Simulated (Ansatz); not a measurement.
**Abstraction of F: SnH3F + C2H5Mg → SnH3 + C2H5FMg**

Species: SnH3F `[F][SnH3]`, singlet; C2H5Mg `C[CH2][Mg]`, doublet; SnH3 `[SnH3]`, doublet; C2H5FMg `C[CH2][Mg][F]`, singlet. A radical takes F: the energy is the difference in strength between the Sn–F bond broken and the Mg–F bond made.

Shapes, held fixed at every level: PBE0-D4/def2-TZVP. Programs: Ansatz 0.2.0. The zero-point and thermal change to 298 K, harmonic and unscaled (PBE0-D4/def2-TZVP), is -1.9 kJ/mol.

```
             level                    kind  ΔH(298 K) (kJ/mol)  less CCSD(T)/def2-TZVPP
      MP2/def2-SVP     perturbation theory              -124.2                    -24.8
       HF/def2-SVP            Hartree–Fock              -112.2                    -12.8
     HF/def2-TZVPP            Hartree–Fock               -87.6                    +11.8
PBE0-D4/def2-TZVPP           global hybrid               -89.1                    +10.3
wB97M-V/def2-TZVPP  range-separated hybrid              -106.0                     -6.6
     CCSD/def2-SVP   coupled cluster or CI              -124.2                    -24.8
   CCSD/def2-TZVPP   coupled cluster or CI              -102.1                     -2.7
CCSD(T)/def2-TZVPP   coupled cluster or CI               -99.4                      0.0
```

The highest level, CCSD(T)/def2-TZVPP, gives ΔH(298 K) = -99.4 kJ/mol; the levels span -124.2 to -87.6. The column of differences is taken from that level and isn't an error. No measured value is set beside it here. Open shells run unrestricted. For atoms past krypton def2 sets carry core potentials with scalar relativity. Outer-core shells of Mg, Sn are correlated, in sets that cover them unevenly.

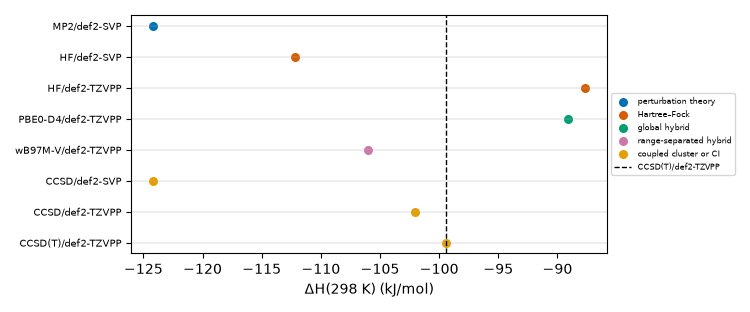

The values of the table, level by level.
